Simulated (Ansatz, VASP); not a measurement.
# KTaO3: VASP beside Ansatz, part 3 of 3

Wanted: the spread between two codes on one cell, functional and k mesh.

VASP 6.6.1 and Ansatz 0.2.0.

So far. Step 6 (VASP: band structure, PBE): The run ends at a pressure of 6.12 GPa. Step 9 (VASP: band structure, PBE, spin-orbit coupling): The run ends at a pressure of 6.36 GPa.

## 10. Ansatz: band structure, PBE, spin-orbit coupling

Level of this step: Ansatz beside VASP: Kohn-Sham DFT, plane waves, PBE, spin-orbit coupling (Ansatz).

The same cell, functional, mesh and smearing now go to Ansatz, which takes its cutoff from its data sets.

input.yaml reads:

```yaml
crystal:
  lattice:
    - [3.9883, 0.0, 0.0]
    - [0.0, 3.9883, 0.0]
    - [0.0, 0.0, 3.9883]
  atoms:
    - { symbol: K, position: [0.5, 0.5, 0.5] }
    - { symbol: Ta, position: [0.0, 0.0, 0.0] }
    - { symbol: O, position: [0.5, 0.0, 0.0] }
    - { symbol: O, position: [0.0, 0.5, 0.0] }
    - { symbol: O, position: [0.0, 0.0, 0.5] }
hamiltonian:
  xc: pbe
  pseudopotentials: { kind: paw_fr }
magnetization:
  noncollinear: true
  spin_orbit: true
kpoints:
  mp_grid: { grid: [4, 4, 4] }
  band_path:
    path:
      - [0.0, 0.0, 0.0]
      - [0.0, 0.1, 0.0]
      - [0.0, 0.2, 0.0]
      - [0.0, 0.3, 0.0]
      - [0.0, 0.43333, 0.0]
      - [0.0, 0.5, 0.0]
      - [0.1, 0.5, 0.0]
      - [0.2, 0.5, 0.0]
      - [0.33333, 0.5, 0.0]
      - [0.43333, 0.5, 0.0]
      - [0.5, 0.5, 0.0]
      - [0.36667, 0.36667, 0.0]
      - [0.26667, 0.26667, 0.0]
      - [0.16667, 0.16667, 0.0]
      - [0.06667, 0.06667, 0.0]
      - [0.03333, 0.03333, 0.03333]
      - [0.13333, 0.13333, 0.13333]
      - [0.23333, 0.23333, 0.23333]
      - [0.33333, 0.33333, 0.33333]
      - [0.46667, 0.46667, 0.46667]
      - [0.5, 0.5, 0.5]
      - [0.46667, 0.5, 0.46667]
      - [0.36667, 0.5, 0.36667]
      - [0.23333, 0.5, 0.23333]
      - [0.13333, 0.5, 0.13333]
      - [0.03333, 0.5, 0.03333]
      - [0.5, 0.5, 0.03333]
      - [0.5, 0.5, 0.16667]
      - [0.5, 0.5, 0.26667]
      - [0.5, 0.5, 0.36667]
      - [0.5, 0.5, 0.5]
    npoints: 1
scf:
  occupations: { method: gaussian, width: 0.02 }
  n_extra_bands: 16
output:
  forces: true
  stress: true
  eigenvalues: true
```

Run with:

```console
> ansatz run input.yaml --threads 2 --pin off --max-ram 4608MiB --backend cpu --events-out ev --progress --plain --runs-dir out
```

Numbers of over 12 decimals in the logs are rounded to 6 here.

The log of the run:

```text
[...]
non-collinear run that drives no moment, with spin-orbit: no starting moment large enough to seed its density (crystal.atoms[].spin), no starting occupations that ask for one, no magnetisation constraint and no magnetic field, so the semilocal B_xc is pinned to zero
Crystal: 5 atoms, lattice volume = 63.440 Å³
[...]
k-point 1: bands = [... 36 lower, 7.9580, 7.9580, 8.0986, 8.0986, 11.0563, 11.0563, 12.3632, 12.3632, ... 12 higher]
  k-point 2: bands = [... 36 lower, 7.8848, 7.8848, 8.0429, 8.0429, 11.1460, 11.1460, 13.7019, 13.7019, ... 12 higher]
  k-point 9: bands = [... 36 lower, 8.7987, 8.7987, 8.7987, 8.7987, 15.1434, 15.1434, 15.1434, 15.1434, ... 12 higher]
[key lines of the parts left out:]
SCF converged after 8 iterations
Magnetization: |M| = 0.0000 μB,  M = (+0.0000, +0.0000, +0.0000) μB
Free energy (F): -13200.748606 eV
Fermi energy:    9.831156 eV
P = ⅓ Tr σ = 5.2516 GPa (52.516 kbar)
```

It took 13 s on 2 threads of Arm Neoverse V1, shared host; peak memory 0.48 GiB; 25 s of CPU time.

## 11. Differences

What differs besides the data sets and the points named for the pairs above, as far as they apply: spin-orbit coupling enters by fully relativistic files in Ansatz and inside the spheres in VASP; the data sets hold 40 valence electrons in Ansatz (fully relativistic PAW (standard-fr) files) and 38 in VASP. Total energies have different zeros and are not compared.

The two programs side by side:

```csv
quantity,Ansatz,VASP,difference
pressure (GPa),5.25,6.36,-1.11
gap over the path points (eV),2.065,1.988,+0.076
```

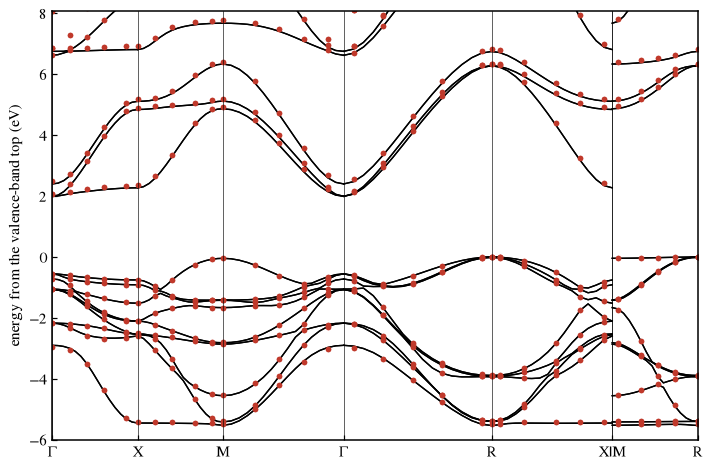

Bands from VASP (lines) and levels from Ansatz (dots). Dots without a line are higher empty bands that the VASP plot leaves out.

Levels at points of the path, from each program's valence-band top (eV; 8 filled, then empty):

```csv
k (reciprocal lattice),Ansatz,VASP
0.000 0.000 0.000,-1.05 -1.05 -0.72 -0.72 -0.55 -0.55 -0.55 -0.55 2.06 2.06 2.06 2.06 2.48 2.48,-1.05 -1.05 -0.73 -0.73 -0.56 -0.56 -0.56 -0.56 1.99 1.99 1.99 1.99 2.40 2.40
0.000 0.100 0.000,-1.10 -1.10 -0.94 -0.94 -0.72 -0.72 -0.61 -0.61 2.15 2.15 2.39 2.39 2.73 2.73,-1.11 -1.11 -0.94 -0.94 -0.72 -0.72 -0.61 -0.61 2.07 2.07 2.32 2.32 2.65 2.65
0.000 0.200 0.000,-1.45 -1.45 -1.22 -1.22 -0.81 -0.81 -0.68 -0.68 2.23 2.23 3.14 3.14 3.42 3.42,-1.47 -1.47 -1.23 -1.23 -0.81 -0.81 -0.68 -0.68 2.15 2.15 3.08 3.08 3.35 3.35
0.000 0.300 0.000,-1.81 -1.81 -1.36 -1.36 -0.87 -0.87 -0.72 -0.72 2.29 2.29 3.98 3.98 4.25 4.25,-1.83 -1.83 -1.37 -1.37 -0.87 -0.87 -0.72 -0.72 2.21 2.21 3.91 3.91 4.18 4.18
0.000 0.433 0.000,-2.06 -2.06 -1.49 -1.49 -0.91 -0.91 -0.75 -0.75 2.34 2.34 4.79 4.79 5.06 5.06,-2.07 -2.07 -1.50 -1.50 -0.91 -0.91 -0.75 -0.75 2.26 2.26 4.72 4.72 4.99 4.99
0.000 0.500 0.000,-2.10 -2.10 -1.51 -1.51 -0.91 -0.91 -0.76 -0.76 2.35 2.35 4.90 4.90 5.18 5.18,-2.11 -2.11 -1.52 -1.52 -0.91 -0.91 -0.76 -0.76 2.27 2.27 4.84 4.84 5.11 5.11
0.100 0.500 0.000,-1.84 -1.84 -1.27 -1.27 -1.09 -1.09 -0.96 -0.96 2.65 2.65 4.94 4.94 5.23 5.23,-1.85 -1.85 -1.28 -1.28 -1.10 -1.10 -0.96 -0.96 2.58 2.58 4.88 4.88 5.16 5.16
0.200 0.500 0.000,-1.69 -1.69 -1.33 -1.33 -1.28 -1.28 -0.76 -0.76 3.36 3.36 5.00 5.00 5.43 5.43,-1.70 -1.70 -1.34 -1.34 -1.28 -1.28 -0.77 -0.77 3.29 3.29 4.94 4.94 5.36 5.36
0.333 0.500 0.000,-1.62 -1.62 -1.48 -1.48 -1.41 -1.41 -0.26 -0.26 4.39 4.39 5.06 5.06 5.96 5.96,-1.60 -1.60 -1.49 -1.49 -1.42 -1.42 -0.26 -0.26 4.33 4.33 5.00 5.00 5.89 5.89
0.433 0.500 0.000,-1.68 -1.68 -1.43 -1.43 -1.41 -1.41 -0.08 -0.08 4.86 4.86 5.14 5.14 6.32 6.32,-1.65 -1.65 -1.44 -1.44 -1.42 -1.42 -0.08 -0.08 4.80 4.80 5.07 5.07 6.25 6.25
```

Among the levels compared (up to four filled and three empty ones at each point), filled levels agree within 26 meV and empty ones within 84 meV. Ansatz's pressure holds a Pulay correction of 0.55 GPa; VASP's holds none.

## 12. Looking for the cause

The difference is large enough to ask for its cause, so further runs change the set-up of one program at a time, as the table lists.

```csv
run,difference in pressure (GPa)
as above,-1.1
Ansatz's larger PAW set (cutoff 900 eV),-1.0
norm-conserving potentials (cutoff 1143 eV),-1.9
```

## 13. What came out

```
difference in pressure (band structure, LDA)                                      : -1.5 GPa
difference in gap over the path points (band structure, LDA)                      : 0.045 eV
difference in gap over the path points (band structure, PBE)                      : 0.049 eV
difference in pressure (band structure, PBE)                                      : -0.67 GPa
difference in pressure (band structure, PBE, spin-orbit coupling)                 : -1.1 GPa
difference in gap over the path points (band structure, PBE, spin-orbit coupling) : 0.076 eV
```

In words: The difference in pressure is -1.5 GPa (band structure, LDA), beyond the 1 GPa picked in this series as the mark of a large difference. For band structure, LDA: no further run halves the difference in pressure (one raises it to -3.5 GPa); only Ansatz's side was varied. The all-electron run, which needs no data set, lies 1.5 GPa from VASP and 0.085 GPa from Ansatz's PAW result, so it sides with Ansatz. For band structure, PBE, spin-orbit coupling: no further run halves the difference in pressure; only Ansatz's side was varied. 1 further run on this material is not shown. Differences of this kind measure data sets and numerical settings, not the functional's error against experiment.

[Lines on the potential files, build, host, timing and source positions are cut from VASP's logs without a mark.]

[Logs are printed without paths, hosts, clocks, repeated set-up lines and the standing remarks that a program may print on its own settings, such as how far it seeks lower states.]

[Hosts, paths, dates, database ids (printed as entryN), source tags and the programs' standing remarks are cut or masked in the printed files.]
